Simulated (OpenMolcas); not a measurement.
# B97-2/def2-TZVP run of H3NO (hydroxylamine)

Aim: the vertical electron affinity of H3NO (hydroxylamine) at B97-2/def2-TZVP, from 2 runs. 

The calculation is run with OpenMolcas 26.06.

**1. The system as given**

The species is H3NO (5 atoms), meant as a singlet with charge 0. SMILES: `NO`. The coordinates come from a PBE0-D4/def2-TZVP relaxation. This is one conformer, not always the lowest.

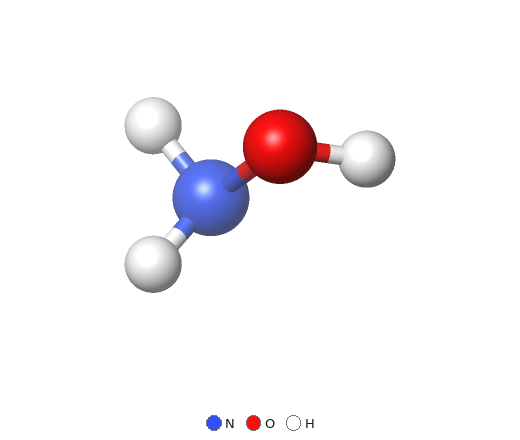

The structure, seen from a chosen angle (nitrogen blue, oxygen red, hydrogen white).

**2. Energy and gradient at B97-2/def2-TZVP**

mol.xyz

```xyz
5

N     -0.165120    -0.361290    -0.321170
O      0.364460     0.666040     0.508060
H     -0.162690    -1.190020     0.266770
H     -1.141650    -0.109840    -0.446210
H      1.105010     0.995100    -0.007440
```

job.input

```
* H3NO Kohn-Sham DFT

&GATEWAY
 BasLib=$CurrDir
 Coord=mol.xyz
 Basis=def2-TZVP
 Group=NoSym

&SEWARD
 GridInput
 Grid=UltraFine
 End of Grid

&SCF
 KSDFT=HYB_GGA_XC_B97_2
 PrOrbitals=1 1

&ALASKA
```

The basis set def2-TZVP is read from a file made from the Basis Set Exchange's data (not shown).

On the command line:

```sh
$ export MOLCAS_MEM=1860
$ pymolcas job.input > job.log
```

Output:

```text
--- Start Module: gateway ---
[...]
--- Stop Module: gateway /rc=_RC_ALL_IS_WELL_ ---
[...]
      Basis functions           80
[...]
--- Start Module: scf ---
[...]
       Convergence after  11 Iterations
[...]
::    Total KS-DFT energy                            -131.7282596116
[...]
      Total spin, S                                     0.0000000000
[...]
      Total electronic charge=   18.000000
      Total            charge=   -0.000000
[...]
      Dipole Moment (debye):
      Origin of the operator (angstrom)=    0.1004    0.1601    0.1042
                   X= -2.7092E-01               Y= -4.2223E-01               Z= -2.6314E-01           Total=  5.6650E-01
      Quadrupole Moment (debye*angstrom):
[...]
--- Stop Module: scf /rc=_RC_ALL_IS_WELL_ ---
[...]
--- Start Module: alaska ---
[...]
 *              Molecular gradients               *
 **************************************************
  Irreducible representation: a
 ------------------------------------------------------------------------------------------
                              X                       Y                       Z
 ------------------------------------------------------------------------------------------
  N1                1.86676796086582E-03    2.25457250109207E-03    8.40051009030951E-04
  O2               -2.23805276772815E-03   -2.04328693604339E-03   -4.13919390718220E-05
  H3                2.70053134291806E-04   -1.52254679994268E-03    8.46578494265726E-04
  H4               -1.61101721591494E-03    5.27583315153568E-04   -5.12359517080951E-04
  H5                1.71224888848887E-03    7.83677919732328E-04   -1.13287804713869E-03
 ------------------------------------------------------------------------------------------
--- Stop Module: alaska /rc=_RC_ALL_IS_WELL_ ---
[...]
```

Wall time 18 s (1 thread of Arm Neoverse V1, shared host); peak memory 0.45 GiB.

**3. The doublet anion**

mol.xyz is that of step 2.

job.input

```
&GATEWAY
  BasLib=$CurrDir
  Coord=mol.xyz
  Basis=def2-TZVP
  Group=NoSym

&SEWARD
  GridInput
  Grid=UltraFine
  End of Grid

&SCF
  UHF
  Charge=-1
  Spin=2
  KSDFT=HYB_GGA_XC_B97_2
  PrOrbitals=1 1

&ALASKA
```

The basis set def2-TZVP is read from a file made from the Basis Set Exchange's data (not shown).

On the command line:

```sh
$ export MOLCAS_MEM=1860
$ pymolcas job.input > job.log
```

Output:

```text
--- Start Module: gateway ---
[...]
--- Stop Module: gateway /rc=_RC_ALL_IS_WELL_ ---
[...]
      Basis functions           80
[...]
--- Start Module: scf ---
[...]
       Convergence after  19 Iterations
[...]
::    Total KS-DFT energy                            -131.6151926350
[...]
      Total spin, S                                     0.5002604577
[...]
      Total electronic charge=   19.000000
      Total            charge=   -1.000000
[...]
      Dipole Moment (debye):
      Origin of the operator (angstrom)=    0.1004    0.1601    0.1042
                   X=  1.5198E+00               Y=  1.6628E+00               Z=  4.2986E-01           Total=  2.2934E+00
      Center of Charge (angstrom)
[...]
--- Stop Module: scf /rc=_RC_ALL_IS_WELL_ ---
[...]
--- Start Module: alaska ---
[...]
 *              Molecular gradients               *
 **************************************************
  Irreducible representation: a
 ------------------------------------------------------------------------------------------
                              X                       Y                       Z
 ------------------------------------------------------------------------------------------
  N1               -1.68442836226188E-02   -5.41812199046809E-04    2.22957078765518E-02
  O2                6.03939083337879E-03   -7.62362498954516E-03   -1.97775615492359E-02
  H3                2.41328260371240E-03    1.24566492615190E-02   -1.09503754013480E-02
  H4                1.64558412313247E-02   -3.05407037217087E-03   -7.25343170234760E-04
  H5               -8.06423104581944E-03   -1.23714170076950E-03    9.15757224424718E-03
 ------------------------------------------------------------------------------------------
--- Stop Module: alaska /rc=_RC_ALL_IS_WELL_ ---
[...]
```

Wall time 38 s (1 thread of Arm Neoverse V1, shared host); peak memory 0.45 GiB.

**4. Results**

Level: B97-2/def2-TZVP.

| quantity | value |
| --- | --- |
| singlet H3NO: total energy | -131.72826 Eh |
| singlet H3NO: dipole moment | 0.57 D |
| singlet H3NO: HOMO energy | -7.17 eV |
| singlet H3NO: LUMO energy | 1.24 eV |
| singlet H3NO: HOMO–LUMO gap | 8.41 eV |
| singlet H3NO: largest force on an atom | 0.157 eV/Å |
| doublet anion: total energy | -131.61519 Eh |
| doublet anion: HOMO energy (highest over α and β) | 4.73 eV |
| doublet anion: LUMO energy (lowest over α and β) | 6.07 eV |
| doublet anion: ⟨S²⟩ | 0.751 |
| doublet anion: largest force on an atom | 1.437 eV/Å |
| vertical electron affinity (to the doublet anion) | -3.077 eV |

In words: The anion lies 3.08 eV (71 kcal/mol) above the neutral: the electron isn't bound at this level, and such a value depends on the basis. Without diffuse functions anions come out too high. Mulliken charges (singlet H3NO) run from -0.41 on O2 to +0.33 on H5; they depend strongly on the basis. The HOMO (doublet anion) lies at positive energy, 4.73 eV; only total energies tell whether the electron is bound.
